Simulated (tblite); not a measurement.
Run report: C$_{3}$H$_{4}$F$_{4}$O, geometry relaxation

System: C$_{3}$H$_{4}$F$_{4}$O.
Method: GFN2-xTB geometry optimisation, gas phase (tblite 0.8.0).

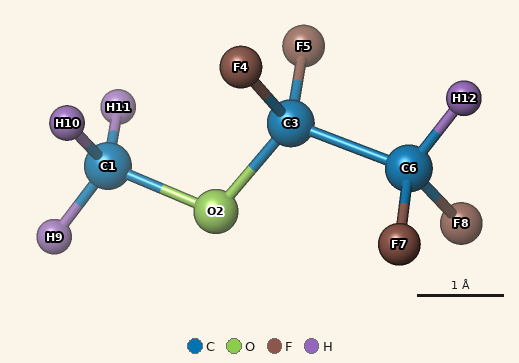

*The starting structure (ball-and-stick view, seen at a tilt; atoms are numbered from 1 in the order of the input).*

Bond lengths as drawn: C–C 1.55 Å, C–F 1.35 to 1.37 Å, C–H 1.09 Å and C–O 1.42 to 1.43 Å.

**Key numbers**

| quantity | value |
| --- | --- |
| outcome | converged |
| total energy | −856.0786 eV |
| hardware | 1 CPU thread, shared host |
| peak memory | 0.18 GiB |

**The input**
```
{"job": {"xc": "GFN2-xTB", "basis": "xTB", "kind": "relax"}, "charge": 0, "multiplicity": 1}
C      1.905100    -0.192200    -0.249100
O      0.558400    -0.382900    -0.698200
C     -0.368900     0.182500     0.216800
F     -0.098100     1.519000     0.330300
F     -0.184100    -0.366000     1.449800
C     -1.839200    -0.004200    -0.224400
F     -2.067000     0.558200    -1.444000
F     -2.147100    -1.316500    -0.332200
H      2.573900    -0.652500    -0.976700
H      2.130200     0.875900    -0.184100
H      2.060800    -0.670600     0.719200
H     -2.522600     0.448600     0.500600
```

The first line tells a small driver script what to run in tblite; the rest is the geometry in Å.

Run as:
```bash
OMP_NUM_THREADS=1 python <driver script> task.json out
```

**The program's output**
```
step      E/eV     max force
  0    -855.87563    2.600
  1    -856.00990    0.823
  2    -856.02839    0.426
  3    -856.03632    0.319
  4    -856.05236    0.182
  5    -856.05573    0.220
  6    -856.06306    0.229
  7    -856.06489    0.149
  8    -856.06632    0.104
  9    -856.06715    0.110
 10    -856.06840    0.111
 11    -856.06996    0.102
 12    -856.07199    0.129
 13    -856.07404    0.144
 14    -856.07581    0.114
 15    -856.07704    0.086
 16    -856.07771    0.060
 17    -856.07800    0.040
 18    -856.07814    0.029
 19    -856.07814    0.029
 20    -856.07820    0.019
 21    -856.07831    0.018
 22    -856.07834    0.018
 23    -856.07844    0.020
 24    -856.07849    0.016
 25    -856.07853    0.014
 26    -856.07854    0.012
 27    -856.07856    0.008
 28    -856.07857    0.008
 29    -856.07857    0.008
 30    -856.07858    0.005
 31    -856.07858    0.002
```

**Trajectory as extended XYZ (Å, eV, eV/Å), 12 frames, from step=0 to step=31**
```
12
Properties=species:S:1:pos:R:3:forces:R:3 step=0 energy=-855.87563
C     1.9051   -0.1922   -0.2491    0.1360   0.0220  -0.1040
O     0.5584   -0.3829   -0.6982   -1.4010   0.8190   1.5830
C    -0.3689    0.1825    0.2168    1.8510  -0.7680  -1.6570
F    -0.0981    1.5190    0.3303   -0.3700  -0.4810   0.3130
F    -0.1841   -0.3660    1.4498   -0.2920   0.4430  -0.3080
C    -1.8392   -0.0042   -0.2244   -0.0490  -0.2560  -0.6650
F    -2.0670    0.5582   -1.4440    0.2800  -0.2630   0.6780
F    -2.1471   -1.3165   -0.3322    0.2260   0.3890   0.0410
H     2.5739   -0.6525   -0.9767   -0.3180  -0.0100  -0.0830
H     2.1302    0.8759   -0.1841    0.0180  -0.0490   0.0260
H     2.0608   -0.6706    0.7192   -0.0300   0.0150   0.0300
H    -2.5226    0.4486    0.5006   -0.0510   0.1420   0.1470
12
Properties=species:S:1:pos:R:3:forces:R:3 step=2 energy=-856.02839
C     1.9063   -0.1910   -0.2491   -0.0200   0.0220   0.0520
O     0.5321   -0.3667   -0.6642    0.3200  -0.1960  -0.2020
C    -0.3337    0.1647    0.1780   -0.2880   0.0900   0.0880
F    -0.1086    1.5085    0.3403   -0.1830  -0.0240   0.1910
F    -0.1927   -0.3532    1.4426   -0.1740   0.1900  -0.0270
C    -1.8348   -0.0078   -0.2336    0.2050  -0.0420   0.0370
F    -2.0601    0.5531   -1.4314    0.0940  -0.0030  -0.0100
F    -2.1416   -1.3107   -0.3321    0.0860  -0.0350  -0.0250
H     2.5629   -0.6539   -0.9814   -0.3250  -0.0510  -0.1470
H     2.1309    0.8745   -0.1833    0.0270   0.0060   0.0220
H     2.0600   -0.6696    0.7194   -0.0010   0.0240   0.0200
H    -2.5195    0.4514    0.5029    0.2600   0.0180   0.0020
12
Properties=species:S:1:pos:R:3:forces:R:3 step=5 energy=-856.05573
C     1.9055   -0.1891   -0.2448   -0.0010  -0.0200  -0.0290
O     0.5426   -0.3735   -0.6642   -0.1470   0.1270   0.1030
C    -0.3382    0.1642    0.1711    0.0560   0.0240   0.1260
F    -0.1321    1.5048    0.3610   -0.0230   0.1090  -0.0800
F    -0.2150   -0.3322    1.4405   -0.0330  -0.1140   0.1390
C    -1.8182   -0.0137   -0.2365   -0.0710  -0.0260  -0.1050
F    -2.0466    0.5515   -1.4306    0.0360   0.0090  -0.1100
F    -2.1292   -1.3144   -0.3351    0.0510  -0.0650  -0.0260
H     2.5242   -0.6606   -1.0002   -0.0650  -0.0420  -0.0750
H     2.1347    0.8755   -0.1806    0.0260   0.0030  -0.0010
H     2.0609   -0.6672    0.7228    0.0450  -0.0070   0.0180
H    -2.4876    0.4540    0.5047    0.1260   0.0010   0.0400
12
Properties=species:S:1:pos:R:3:forces:R:3 step=8 energy=-856.06632
C     1.9036   -0.1900   -0.2457   -0.0080   0.0030  -0.0060
O     0.5353   -0.3617   -0.6503    0.0140   0.0020   0.0320
C    -0.3416    0.1692    0.1842   -0.0260   0.0340   0.0330
F    -0.1470    1.5151    0.3632   -0.0120   0.0050   0.0400
F    -0.2304   -0.3339    1.4556   -0.0130   0.0320   0.0040
C    -1.8133   -0.0186   -0.2473    0.0220   0.0170   0.0410
F    -2.0347    0.5491   -1.4429    0.0280  -0.0580   0.0190
F    -2.1163   -1.3224   -0.3417    0.0230   0.0390  -0.0420
H     2.4962   -0.6693   -1.0185   -0.0120  -0.0050   0.0070
H     2.1407    0.8739   -0.1806    0.0380  -0.0280  -0.0330
H     2.0677   -0.6666    0.7232    0.0380  -0.0180  -0.0550
H    -2.4590    0.4547    0.5088   -0.0930  -0.0210  -0.0410
12
Properties=species:S:1:pos:R:3:forces:R:3 step=11 energy=-856.06996
C     1.9020   -0.1906   -0.2484    0.0390  -0.0120  -0.0120
O     0.5313   -0.3541   -0.6369   -0.0150  -0.0560  -0.0830
C    -0.3461    0.1772    0.1968    0.0630  -0.0100  -0.0010
F    -0.1531    1.5222    0.3700   -0.0090   0.0290   0.0970
F    -0.2370   -0.3312    1.4651   -0.0110   0.0770   0.0400
C    -1.8103   -0.0171   -0.2450   -0.0740  -0.0190  -0.0260
F    -2.0251    0.5386   -1.4462    0.0360   0.0640  -0.0150
F    -2.1070   -1.3201   -0.3517    0.0270  -0.0600   0.0430
H     2.4860   -0.6738   -1.0243   -0.0190  -0.0170  -0.0440
H     2.1506    0.8685   -0.1873    0.0330   0.0510  -0.0150
H     2.0786   -0.6708    0.7134    0.0260  -0.0380   0.0480
H    -2.4687    0.4506    0.5026   -0.0960  -0.0060  -0.0320
12
Properties=species:S:1:pos:R:3:forces:R:3 step=14 energy=-856.07581
C     1.9044   -0.1935   -0.2544    0.0230  -0.0190  -0.0040
O     0.5242   -0.3457   -0.6190    0.0040   0.0660   0.0550
C    -0.3502    0.1905    0.2176   -0.0450  -0.0110   0.0000
F    -0.1671    1.5369    0.3994    0.0340  -0.0350  -0.0050
F    -0.2518   -0.3115    1.4883    0.0410   0.0080   0.0220
C    -1.8111   -0.0175   -0.2443   -0.0100  -0.0210  -0.0530
F    -2.0002    0.5294   -1.4539    0.0050   0.1130  -0.0140
F    -2.0841   -1.3252   -0.3629    0.0130  -0.0560   0.0950
H     2.4609   -0.6857   -1.0447    0.0070  -0.0100  -0.0540
H     2.1736    0.8635   -0.2025   -0.0330  -0.0260   0.0060
H     2.1024   -0.6831    0.7006   -0.0270   0.0250   0.0170
H    -2.4999    0.4411    0.4839   -0.0110  -0.0340  -0.0650
12
Properties=species:S:1:pos:R:3:forces:R:3 step=16 energy=-856.07771
C     1.9068   -0.1956   -0.2565   -0.0210  -0.0050  -0.0020
O     0.5227   -0.3409   -0.6131    0.0070   0.0230   0.0320
C    -0.3528    0.1934    0.2235   -0.0160   0.0090   0.0190
F    -0.1684    1.5390    0.4078    0.0100  -0.0150  -0.0290
F    -0.2530   -0.3050    1.4959    0.0150  -0.0220  -0.0080
C    -1.8130   -0.0190   -0.2473    0.0490   0.0050   0.0070
F    -1.9931    0.5346   -1.4565    0.0000   0.0120   0.0220
F    -2.0772   -1.3302   -0.3594    0.0090   0.0200   0.0230
H     2.4550   -0.6893   -1.0533   -0.0120   0.0070  -0.0060
H     2.1780    0.8613   -0.2062   -0.0210  -0.0360   0.0090
H     2.1072   -0.6853    0.6989   -0.0230   0.0290  -0.0160
H    -2.5108    0.4363    0.4742    0.0030  -0.0280  -0.0530
12
Properties=species:S:1:pos:R:3:forces:R:3 step=19 energy=-856.07814
C     1.9063   -0.1963   -0.2571   -0.0160   0.0000  -0.0040
O     0.5222   -0.3390   -0.6107   -0.0080  -0.0210  -0.0190
C    -0.3536    0.1944    0.2259    0.0210   0.0020   0.0060
F    -0.1680    1.5392    0.4079    0.0010   0.0130  -0.0050
F    -0.2523   -0.3051    1.4975    0.0030  -0.0110   0.0000
C    -1.8116   -0.0191   -0.2478    0.0160   0.0060   0.0140
F    -1.9917    0.5364   -1.4562    0.0130  -0.0100   0.0120
F    -2.0753   -1.3304   -0.3575    0.0160   0.0120  -0.0040
H     2.4534   -0.6897   -1.0553   -0.0200   0.0050   0.0040
H     2.1779    0.8593   -0.2065   -0.0060   0.0010   0.0060
H     2.1070   -0.6844    0.6980   -0.0120   0.0070   0.0030
H    -2.5132    0.4340    0.4697   -0.0070  -0.0040  -0.0130
12
Properties=species:S:1:pos:R:3:forces:R:3 step=22 energy=-856.07834
C     1.9046   -0.1963   -0.2573   -0.0020   0.0000   0.0010
O     0.5213   -0.3405   -0.6118   -0.0040   0.0120   0.0120
C    -0.3523    0.1945    0.2262   -0.0140   0.0000   0.0000
F    -0.1674    1.5400    0.4074    0.0140  -0.0110  -0.0010
F    -0.2515   -0.3062    1.4973    0.0150   0.0020  -0.0020
C    -1.8100   -0.0185   -0.2465   -0.0050  -0.0010  -0.0040
F    -1.9900    0.5357   -1.4552    0.0140   0.0080  -0.0070
F    -2.0733   -1.3295   -0.3577    0.0140  -0.0090   0.0050
H     2.4514   -0.6893   -1.0552   -0.0030  -0.0030  -0.0060
H     2.1769    0.8593   -0.2060   -0.0150  -0.0010   0.0000
H     2.1055   -0.6836    0.6982   -0.0130   0.0020   0.0000
H    -2.5140    0.4337    0.4686   -0.0020   0.0020   0.0020
12
Properties=species:S:1:pos:R:3:forces:R:3 step=25 energy=-856.07853
C     1.9021   -0.1964   -0.2576    0.0000  -0.0010  -0.0020
O     0.5193   -0.3408   -0.6121   -0.0030   0.0000  -0.0100
C    -0.3523    0.1949    0.2271    0.0050   0.0000   0.0040
F    -0.1642    1.5395    0.4068    0.0030   0.0040   0.0120
F    -0.2481   -0.3069    1.4972    0.0000   0.0100   0.0100
C    -1.8091   -0.0181   -0.2458   -0.0030  -0.0020  -0.0050
F    -1.9852    0.5361   -1.4551    0.0010   0.0020  -0.0050
F    -2.0683   -1.3300   -0.3571   -0.0020  -0.0050   0.0010
H     2.4483   -0.6893   -1.0560    0.0050  -0.0020   0.0020
H     2.1730    0.8593   -0.2054   -0.0060   0.0040  -0.0060
H     2.1012   -0.6826    0.6986   -0.0010  -0.0080   0.0000
H    -2.5154    0.4335    0.4675    0.0000  -0.0030  -0.0020
12
Properties=species:S:1:pos:R:3:forces:R:3 step=28 energy=-856.07857
C     1.9017   -0.1965   -0.2579   -0.0020   0.0000  -0.0020
O     0.5188   -0.3406   -0.6127    0.0000   0.0000   0.0060
C    -0.3521    0.1950    0.2275    0.0000   0.0030   0.0000
F    -0.1633    1.5396    0.4080   -0.0010   0.0000   0.0040
F    -0.2475   -0.3060    1.4981   -0.0010   0.0020  -0.0010
C    -1.8091   -0.0183   -0.2462    0.0070   0.0010   0.0040
F    -1.9843    0.5364   -1.4556    0.0000  -0.0060   0.0040
F    -2.0678   -1.3305   -0.3570   -0.0010   0.0050  -0.0030
H     2.4484   -0.6894   -1.0559    0.0020   0.0000   0.0020
H     2.1717    0.8596   -0.2060   -0.0010  -0.0030  -0.0030
H     2.1004   -0.6832    0.6985   -0.0010   0.0000  -0.0060
H    -2.5157    0.4331    0.4671   -0.0010  -0.0030  -0.0050
12
Properties=species:S:1:pos:R:3:forces:R:3 step=31 energy=-856.07858
C     1.9013   -0.1966   -0.2581    0.0010   0.0000  -0.0010
O     0.5186   -0.3406   -0.6125   -0.0010   0.0000   0.0020
C    -0.3520    0.1953    0.2279   -0.0010   0.0010   0.0020
F    -0.1630    1.5398    0.4088   -0.0010   0.0020   0.0000
F    -0.2473   -0.3055    1.4984   -0.0010  -0.0010   0.0010
C    -1.8086   -0.0182   -0.2460   -0.0020   0.0000   0.0000
F    -1.9838    0.5360   -1.4555    0.0020   0.0000  -0.0010
F    -2.0674   -1.3303   -0.3572    0.0020  -0.0010  -0.0010
H     2.4486   -0.6895   -1.0557    0.0000  -0.0010  -0.0020
H     2.1710    0.8595   -0.2065    0.0020   0.0000  -0.0010
H     2.0999   -0.6834    0.6981    0.0010   0.0000   0.0000
H    -2.5160    0.4327    0.4665   -0.0020   0.0010   0.0010
```
